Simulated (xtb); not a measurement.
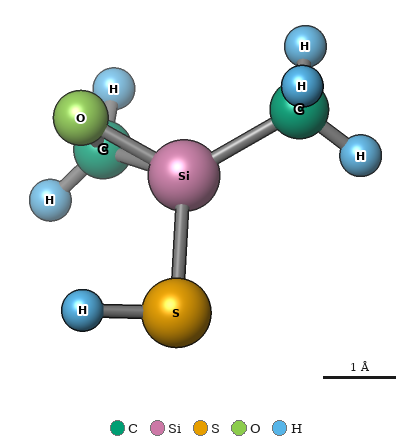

Figure 1. The input geometry (ball-and-stick view, seen at a tilt).

## Geometry relaxation of C₂H₆OSSi (part 1 of 2)

C₂H₆OSSi, SMILES C[Si]1(S)CO1, computed with GFN2-xTB (xtb 6.7.1).

The geometry comes from this level: GFN2-xTB.

Input file (struc.xyz)
```
11

C     -1.36654    -0.70333    -0.89072
Si     0.19589     0.06418    -0.17605
S      1.78286     0.25438    -1.60764
C      0.58778     0.13751     1.62560
O      0.10549     1.32253     0.88279
H     -1.13247    -1.61744    -1.42528
H     -2.07997    -0.93351    -0.10658
H     -1.84072    -0.02032    -1.58968
H      2.28045     1.36822    -1.09416
H      1.58963     0.29117     2.00061
H     -0.12240    -0.16339     2.38111
```

File input.inp
```
$chrg 0
$spin 0
$end
```

Run on 1 thread of Intel Xeon @ 2.70GHz, 189 GiB of memory available, shared host.

Command:
```bash
xtb --input input.inp --opt vtight --gfn 2 -- struc.xyz > out.txt
```

What the program printed
```
* xtb version 6.7.1
   ID    Z sym.   atoms
    1    6 C      1, 4
    2   14 Si     2
    3   16 S      3
    4    8 O      5
    5    1 H      6-11

           -------------------------------------------------
          |                Calculation Setup                |
           -------------------------------------------------

          program call               : xtb --input input.inp --opt vtight --gfn 2 -- struc.xyz
          coordinate file            : struc.xyz
          omp threads                :                     1

           -------------------------------------------------
          |                 G F N 2 - x T B                 |
           -------------------------------------------------

      * Hamiltonian:
        H0-scaling (s, p, d)           1.850000    2.230000    2.230000
        zeta-weighting                 0.500000
      * Dispersion:
        s8                             2.700000
        a1                             0.520000
        a2                             5.000000
        s9                             5.000000
      * Repulsion:
        kExp                           1.500000    1.000000
        rExp                           1.000000
      * Coulomb:
        alpha                          2.000000
        third order                    shell-resolved
        anisotropic                    true
        a3                             3.000000
        a5                             4.000000
        cn-shift                       1.200000
        cn-exp                         4.000000
        max-rad                        5.000000

          ...................................................
          :                      SETUP                      :
          :.................................................:
          :  # basis functions                  38          :
          :  # atomic orbitals                  36          :
          :  # shells                           18          :
          :  # electrons                        30          :
          :  max. iterations                   250          :
          :  Hamiltonian                  GFN2-xTB          :
          :  restarted?                      false          :
          :  GBSA solvation                  false          :
          :  PC potential                    false          :
          :  electronic temp.          300.0000000     K    :
          :  accuracy                    1.0000000          :
          :  -> integral cutoff          0.2500000E+02      :
          :  -> integral neglect         0.1000000E-07      :
          :  -> SCF convergence          0.1000000E-05 Eh   :
          :  -> wf. convergence          0.1000000E-03 e    :
          :  Broyden damping             0.4000000          :
          :  net charge                          0          :
          :  unpaired electrons                  0          :
          ...................................................

 iter      E             dE          RMSdq      gap      omega  full diag
   1    -16.4133184 -0.164133E+02  0.609E+00    5.20       0.0  T
   2    -16.4896460 -0.763276E-01  0.279E+00    4.26       1.0  T
   3    -16.5032238 -0.135779E-01  0.227E+00    5.03       1.0  T
   4    -16.5282831 -0.250592E-01  0.632E-01    4.56       1.0  T
   5    -16.5301405 -0.185742E-02  0.281E-01    4.63       1.0  T
   6    -16.5300941  0.463338E-04  0.119E-01    4.66       1.0  T
   7    -16.5301753 -0.811843E-04  0.466E-02    4.65       1.0  T
   8    -16.5301772 -0.191566E-05  0.174E-02    4.64       1.7  T
   9    -16.5301775 -0.214967E-06  0.126E-02    4.64       2.4  T
  10    -16.5301780 -0.548766E-06  0.614E-03    4.64       4.9  T
  11    -16.5301781 -0.138705E-06  0.200E-03    4.64      15.0  T
  12    -16.5301781 -0.159012E-08  0.353E-04    4.64      85.4  T
  13    -16.5301781 -0.626699E-11  0.153E-04    4.64     197.5  T

   *** convergence criteria satisfied after 13 iterations ***

         #    Occupation            Energy/Eh            Energy/eV
      -------------------------------------------------------------
         1        2.0000           -0.7945355             -21.6204
       ...           ...                  ...                  ...
         9        2.0000           -0.4929511             -13.4139
        10        2.0000           -0.4913672             -13.3708
        11        2.0000           -0.4722965             -12.8518
        12        2.0000           -0.4453800             -12.1194
        13        2.0000           -0.4227690             -11.5041
        14        2.0000           -0.4056693             -11.0388
        15        2.0000           -0.3839068             -10.4466 (HOMO)
        16                         -0.2133108              -5.8045 (LUMO)
        17                         -0.1987224              -5.4075
        18                         -0.1591881              -4.3317
        19                         -0.1275923              -3.4720
        20                         -0.0994701              -2.7067
       ...                                ...                  ...
        36                          0.8056552              21.9230
      -------------------------------------------------------------
                  HL-Gap            0.1705961 Eh            4.6422 eV
             Fermi-level           -0.2986088 Eh           -8.1256 eV

 SCC (total)                   0 d,  0 h,  0 min,  0.009 sec
 SCC setup                      ...        0 min,  0.000 sec (  1.519%)
 Dispersion                     ...        0 min,  0.000 sec (  0.591%)
 classical contributions        ...        0 min,  0.000 sec (  0.205%)
 integral evaluation            ...        0 min,  0.001 sec ( 14.582%)
 iterations                     ...        0 min,  0.005 sec ( 53.707%)
 molecular gradient             ...        0 min,  0.002 sec ( 28.137%)
 printout                       ...        0 min,  0.000 sec (  1.139%)

         :::::::::::::::::::::::::::::::::::::::::::::::::::::
         ::                     SUMMARY                     ::
         :::::::::::::::::::::::::::::::::::::::::::::::::::::
         :: total energy             -16.376762688311 Eh    ::
         :: gradient norm              0.000615407212 Eh/a0 ::
         :: HOMO-LUMO gap              4.642154830269 eV    ::
         ::.................................................::
         :: SCC energy               -16.530164228809 Eh    ::
         :: -> isotropic ES            0.047142210416 Eh    ::
         :: -> anisotropic ES         -0.000701598302 Eh    ::
         :: -> anisotropic XC          0.004848931072 Eh    ::
         :: -> dispersion             -0.006845821157 Eh    ::
         :: repulsion energy           0.153401540497 Eh    ::
         :: add. restraining           0.000000000000 Eh    ::
         :: total charge              -0.000000000000 e     ::
         :::::::::::::::::::::::::::::::::::::::::::::::::::::

      -----------------------------------------------------------
     |                   =====================                   |
     |                        A N C O P T                        |
     |                   =====================                   |
     |               Approximate Normal Coordinate               |
     |                Rational Function Optimizer                |
      -----------------------------------------------------------
      -----------------------------------------------------------
     |                   =====================                   |
     |                        A N C O P T                        |
     |                   =====================                   |
     |               Approximate Normal Coordinate               |
     |                Rational Function Optimizer                |
      -----------------------------------------------------------

          ...................................................
          :                      SETUP                      :
          :.................................................:
          :   optimization level         verytight          :
          :   max. optcycles                   220          :
          :   ANC micro-cycles                  20          :
          :   degrees of freedom                27          :
          :.................................................:
          :   RF solver                   davidson          :
          :   write xtbopt.log                true          :
          :   linear?                        false          :
          :   energy convergence         0.1000000E-06 Eh   :
          :   grad. convergence          0.2000000E-03 Eh/α :
          :   maxmium RF displ.          1.0000000          :
          :   Hlow (freq-cutoff)         0.1000000E-01      :
          :   Hmax (freq-cutoff)         5.0000000          :
          :   S6 in model hess.         20.0000000          :
          ...................................................

generating ANC from exact Hessian ...
Using Lindh-Hessian (1995)
 Shifting diagonal of input Hessian by    8.5915166820840962E-003
 Lowest  eigenvalues of input Hessian
    0.000000    0.000000    0.000000    0.000000    0.000000    0.000000
    0.010000    0.012301    0.013855    0.014472    0.015258    0.021610
    0.025946    0.047630    0.050574    0.065494    0.090346    0.126921
 Highest eigenvalues
    0.931990    1.096806    1.113307    1.181412    1.221153    1.737797

........................................................................
.............................. CYCLE    1 ..............................
........................................................................

 iter      E             dE          RMSdq      gap      omega  full diag
   1    -16.5301781 -0.165302E+02  0.704E-05    4.64       0.0  T
   2    -16.5301781 -0.319389E-11  0.510E-05    4.64     591.1  T
   3    -16.5301781 -0.344613E-11  0.326E-05    4.64     924.1  T
     SCC iter.                  ...        0 min,  0.002 sec
     gradient                   ...        0 min,  0.003 sec
 * total energy  :   -16.3767627 Eh     change       -0.3418066E-10 Eh
   gradient norm :     0.0006152 Eh/α   predicted     0.0000000E+00 (-100.00%)
   displ. norm   :     0.0069629 α      lambda       -0.8956006E-06
   maximum displ.:     0.0048100 α      in ANC's #7, #1, #6, ...

........................................................................
.............................. CYCLE    2 ..............................
........................................................................

 iter      E             dE          RMSdq      gap      omega  full diag
   1    -16.5301879 -0.165302E+02  0.112E-02    4.64       0.0  T
   2    -16.5301879 -0.157638E-07  0.734E-03    4.64       4.1  T
   3    -16.5301878  0.833669E-07  0.366E-03    4.64       8.2  T
   4    -16.5301879 -0.937938E-07  0.160E-03    4.64      18.8  T
   5    -16.5301879 -0.683464E-08  0.991E-04    4.64      30.4  T
   6    -16.5301879 -0.823285E-09  0.417E-04    4.64      72.4  T
     SCC iter.                  ...        0 min,  0.002 sec
     gradient                   ...        0 min,  0.002 sec
 * total energy  :   -16.3767635 Eh     change       -0.8411044E-06 Eh
   gradient norm :     0.0002242 Eh/α   predicted    -0.4493765E-06 ( -46.57%)
   displ. norm   :     0.0076638 α      lambda       -0.3638101E-06
   maximum displ.:     0.0041007 α      in ANC's #1, #7, #5, ...

........................................................................
.............................. CYCLE    3 ..............................
........................................................................

 iter      E             dE          RMSdq      gap      omega  full diag
   1    -16.5302181 -0.165302E+02  0.109E-02    4.64       0.0  T
   2    -16.5302181 -0.101821E-07  0.620E-03    4.64       4.9  T
   3    -16.5302180  0.727932E-07  0.341E-03    4.64       8.8  T
   4    -16.5302181 -0.868178E-07  0.133E-03    4.64      22.7  T
   5    -16.5302181  0.276376E-09  0.347E-04    4.64      86.9  T
   6    -16.5302181 -0.387367E-09  0.219E-04    4.64     137.4  T
     SCC iter.                  ...        0 min,  0.002 sec
     gradient                   ...        0 min,  0.002 sec
 * total energy  :   -16.3767637 Eh     change       -0.1737988E-06 Eh
   gradient norm :     0.0001921 Eh/α   predicted    -0.1816632E-06 (   4.53%)
   displ. norm   :     0.0048394 α      lambda       -0.2074983E-06
   maximum displ.:     0.0028620 α      in ANC's #1, #6, #2, ...

........................................................................
.............................. CYCLE    4 ..............................
........................................................................

 iter      E             dE          RMSdq      gap      omega  full diag
   1    -16.5302257 -0.165302E+02  0.770E-03    4.64       0.0  T
   2    -16.5302257 -0.862541E-08  0.474E-03    4.64       6.4  T
   3    -16.5302257 -0.971806E-09  0.167E-03    4.64      18.1  T
   4    -16.5302257 -0.343370E-09  0.981E-04    4.64      30.7  T
   5    -16.5302257 -0.449401E-09  0.405E-04    4.64      74.4  T
     SCC iter.                  ...        0 min,  0.002 sec
     gradient                   ...        0 min,  0.003 sec
 * total energy  :   -16.3767638 Eh     change       -0.1002867E-06 Eh
   gradient norm :     0.0001242 Eh/α   predicted    -0.1055804E-06 (   5.28%)
   displ. norm   :     0.0019699 α      lambda       -0.7264215E-07
   maximum displ.:     0.0010907 α      in ANC's #7, #5, #1, ...

........................................................................
.............................. CYCLE    5 ..............................
........................................................................

 iter      E             dE          RMSdq      gap      omega  full diag
   1    -16.5302270 -0.165302E+02  0.311E-03    4.64       0.0  T
   2    -16.5302270 -0.446100E-09  0.208E-03    4.64      14.5  T
   3    -16.5302270  0.556474E-08  0.736E-04    4.64      41.0  T
   4    -16.5302270 -0.587575E-08  0.328E-04    4.64      91.9  T
     SCC iter.                  ...        0 min,  0.003 sec
     gradient                   ...        0 min,  0.003 sec
 * total energy  :   -16.3767639 Eh     change       -0.6726171E-07 Eh
   gradient norm :     0.0000451 Eh/α   predicted    -0.3645356E-07 ( -45.80%)
   displ. norm   :     0.0026836 α      lambda       -0.3090949E-07
   maximum displ.:     0.0017157 α      in ANC's #1, #3, #5, ...

   *** GEOMETRY OPTIMIZATION CONVERGED AFTER 5 ITERATIONS ***

------------------------------------------------------------------------
 total energy gain   :        -0.0000012 Eh       -0.0007 kcal/mol
 total RMSD          :         0.0050242 a0        0.0027 Å
 total power (kW/mol):        -0.0006209 (step)   -0.0932 (real)
------------------------------------------------------------------------

 ANCopt (total)                0 d,  0 h,  0 min,  0.033 sec
 optimizer setup                ...        0 min,  0.000 sec (  0.297%)
 model hessian                  ...        0 min,  0.001 sec (  2.519%)
 ANC generation                 ...        0 min,  0.000 sec (  0.696%)
 coordinate transformation      ...        0 min,  0.000 sec (  0.132%)
 single point calculation       ...        0 min,  0.031 sec ( 92.558%)
 optimization log               ...        0 min,  0.000 sec (  1.336%)
 hessian update                 ...        0 min,  0.000 sec (  0.118%)
 rational function              ...        0 min,  0.000 sec (  1.459%)

================
 final structure:
================
```
